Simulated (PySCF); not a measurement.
# C₄H₉F₃Si: electronic excitations

Aim: predict the electronic excitations of C₄H₉F₃Si (`CCC(F)(F)[SiH2]CF`).

The runs use PySCF 2.14.0, with density-fitted response routines of our own; the level of theory stands in each step. All values are computed, except where a source is named. Atoms are numbered from 0 throughout.

### 1 The molecule as given

17 atoms, charge 0, multiplicity 1; geometry from: GFN2-xTB.

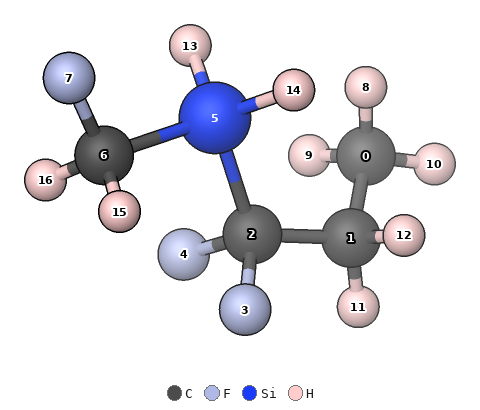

As it starts; carbon dark grey, fluorine light blue, silicon blue, hydrogen pink, atoms numbered; sticks join atoms by distance.

### 2 TDDFT and polarisability: wB97X-D/def2-SVPD

What the job is given:

```
{"job": {"kind": "uv", "xc": "wB97X-D", "basis": "def2-SVPD", "nstates": 8, "ntriplets": 3}, "charge": 0, "multiplicity": 1}
C     -2.289489     0.189233     0.616212
C     -1.604324     0.132789    -0.740375
C     -0.193116    -0.419515    -0.639144
F      0.368777    -0.411147    -1.899348
F     -0.247730    -1.755920    -0.312888
Si     1.048308     0.446483     0.576982
C      2.751850    -0.258216     0.065543
F      3.742091     0.275230     0.867308
H     -1.786542     0.894767     1.273793
H     -2.278389    -0.792089     1.083693
H     -3.322827     0.503803     0.497792
H     -2.173405    -0.504512    -1.422461
H     -1.535416     1.128730    -1.180445
H      0.709373     0.049303     1.941685
H      0.974144     1.888216     0.341496
H      3.020446    -0.010943    -0.965836
H      2.809254    -1.344182     0.185005
```

Method: TDDFT wB97X-D/def2-SVPD, vertical, gas phase, core orbitals frozen in the response.

On the command line:

```console
OMP_NUM_THREADS=1 python probes_run.py task.json out
```

The driver reads the jobs from task.json and runs them one after another.

Output:

```text
coarse grid: 14808 points
cycle   1  E = -746.0844885643  dE =  7.659e-01  |g| = 8.059e-01  |ddm| = 4.994e+00
cycle   2  E = -746.0651465104  dE =  1.934e-02  |g| = 9.506e-01  |ddm| = 1.605e+00
cycle   3  E = -746.2088666716  dE = -1.437e-01  |g| = 5.269e-02  |ddm| = 7.859e-01
cycle   4  E = -746.2094500538  dE = -5.834e-04  |g| = 2.204e-02  |ddm| = 1.135e-01
cycle   5  E = -746.2095714335  dE = -1.214e-04  |g| = 5.894e-03  |ddm| = 5.163e-02
cycle   6  E = -746.2095813222  dE = -9.889e-06  |g| = 7.122e-04  |ddm| = 1.431e-02
final grid: 139920 points
cycle   7  E = -746.3108642675  dE = -1.580e-04  |g| = 1.022e-02  |ddm| = 1.818e-01
cycle   8  E = -746.3108632518  dE =  1.016e-06  |g| = 1.174e-02  |ddm| = 2.932e-02
cycle   9  E = -746.3108840465  dE = -2.079e-05  |g| = 6.185e-04  |ddm| = 8.028e-03
cycle  10  E = -746.3108841440  dE = -9.746e-08  |g| = 4.428e-04  |ddm| = 2.762e-03
cycle  11  E = -746.3108841894  dE = -4.539e-08  |g| = 3.992e-05  |ddm| = 7.606e-04
cycle  12  E = -746.3108841902  dE = -8.356e-10  |g| = 1.370e-05  |ddm| = 1.626e-04
converged SCF energy = -746.3108841902

Static polarisability (au): isotropic 77.134, principal 68.695 74.220 88.487

Singlet excitations
state   eV       nm        f      main configurations
  1   7.7527    159.9   0.01866   H->L 0.40, H-1->L 0.28, H->L+2 0.16
  2   8.0396    154.2   0.02497   H->L+1 0.35, H->L 0.28, H->L+2 0.25
  3   8.3315    148.8   0.05319   H->L+1 0.30, H-1->L 0.30, H->L 0.17
  4   8.4924    146.0   0.02338   H->L+4 0.47, H->L+3 0.13, H-1->L 0.09
  5   8.7088    142.4   0.00641   H-1->L+1 0.47, H-1->L+2 0.31
  6   8.7923    141.0   0.00430   H-2->L 0.76, H-2->L+2 0.11
  7   9.0146    137.5   0.25489   H->L+2 0.41, H->L+1 0.21, H-1->L+1 0.13
  8   9.2829    133.6   0.00199   H-1->L+4 0.22, H-2->L+2 0.15, H-2->L+1 0.13

Triplet excitations (Tamm-Dancoff, eV): 7.1317 7.5909 7.8193
```

Run time: 2.3 min. Hardware: 1 thread of Arm Neoverse N1, shared host; peak memory 1.1 GiB.

The orbitals next to the gap, with their largest atomic shares:

```
orbital      eV                        atoms
 HOMO−3  -12.20   C1 24 %, C0 21 %, H12 10 %
 HOMO−2  -11.76   F7 30 %, C6 20 %, Si5 13 %
 HOMO−1  -11.03   C6 22 %, Si5 20 %, F7 18 %
   HOMO  -10.35   C2 21 %, Si5 17 %, F7 12 %
   LUMO    1.88  Si5 25 %, C6 16 %, H14 10 %
 LUMO+1    2.13  Si5 39 %, H14 11 %, H13 9 %
 LUMO+2    2.28   Si5 25 %, C0 10 %, H14 8 %
```

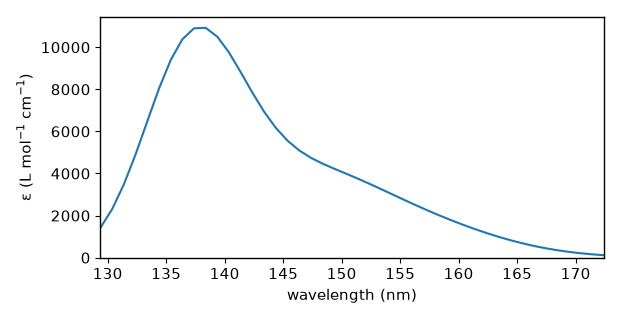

Absorption spectrum: each of the 8 states is a Gaussian band of 0.4 eV half-width at 1/e. Beyond the last state computed it falls off for lack of states.

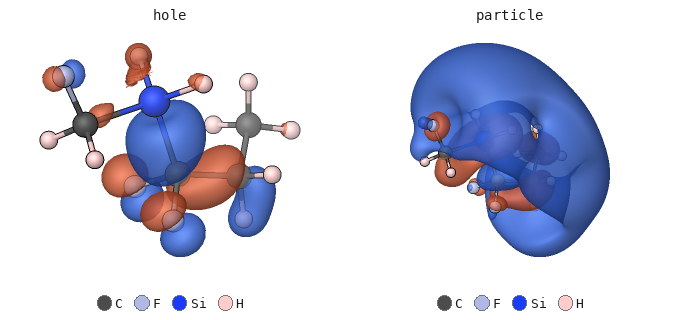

Leading natural transition orbitals of singlet state 7: the electron leaves the hole (left) for the particle orbital (right).

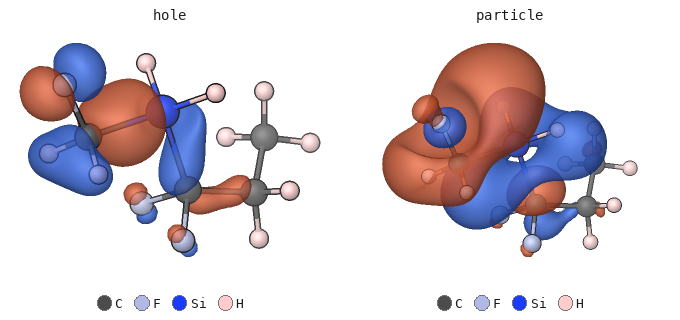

Leading natural transition orbitals of singlet state 1: the electron leaves the hole (left) for the particle orbital (right).

Ground-state properties from the same run:

```
           property  computed
  dipole moment (D)      2.42
polarisability (Å³)     11.43
 HOMO–LUMO gap (eV)     12.22
      −ε(HOMO) (eV)     10.35
```

The fields below are evaluated on a grid from the run's orbitals.

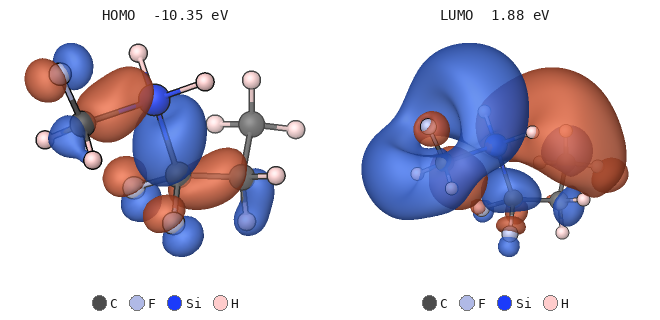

Frontier orbitals at wB97X-D/def2-SVPD; each surface holds 70 % of the orbital's density, blue and red mark the sign.

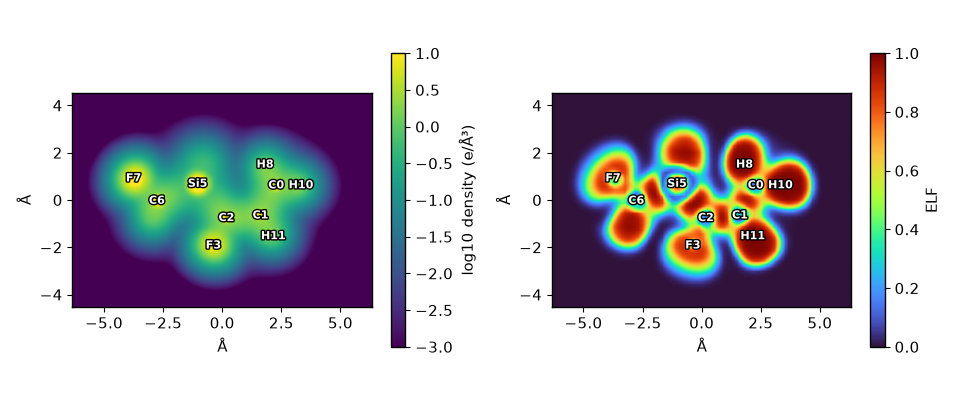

Density (left) and ELF (right) in a plane through or near 10 of the atoms.

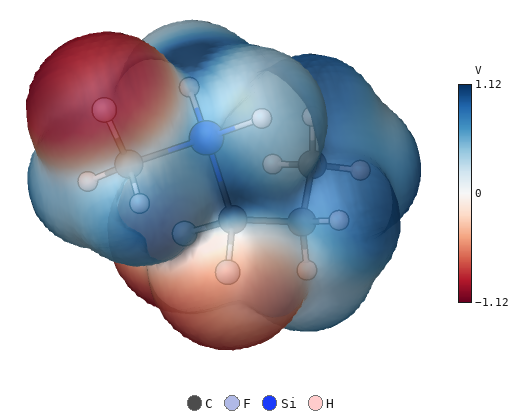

The potential that a unit positive charge feels on the 0.002 e/bohr³ surface, from -0.99 V near F7 to 1.12 V near H8.

### 3 What came out

| quantity | value |
| --- | --- |
| lowest singlet (wB97X-D/def2-SVPD) | 7.75 eV (160 nm), f = 0.019 |
| brightest single state of those computed | state 7, 9.01 eV, f = 0.255 |
| lowest triplet | 7.13 eV |
| surface potential, least and greatest | -0.99 V and 1.12 V |

What this shows: The lowest singlet, at 7.75 eV, is HOMO→LUMO 0.40, HOMO−1→LUMO 0.28 and is weak; of the 8 states computed, the strongest absorption comes from state 7 at 9.01 eV. The lowest triplet lies 0.62 eV below the lowest singlet (triplets in Tamm-Dancoff, singlets in full TDDFT).
